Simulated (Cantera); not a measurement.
Input: 1 mol SO2, 0.63 mol H2, at 255 Torr.

Cantera equilibrium calculation (NASA polynomials, part measured and part estimated; ideal gas, pure solids and liquids). Candidate condensed phases: H2O, H2SO4, S; 19 gas species. Gases not in the tables: S3 to S7. Equilibrium is a limit: real reactors are often held back by kinetics, nucleation or transport.

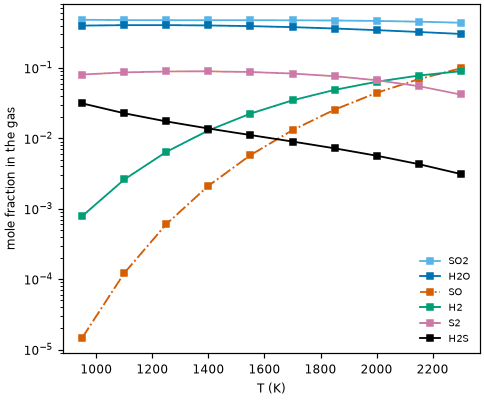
Figure: Equilibrium gas composition (values under 1e-9 drawn at 1e-9)

Question: Read off the mole fractions at 2150 K.

Answer: SO2 about 0.45, H2O about 0.32, H2 about 0.078, SO about 0.069, S2 about 0.055, H2S about 0.0043.
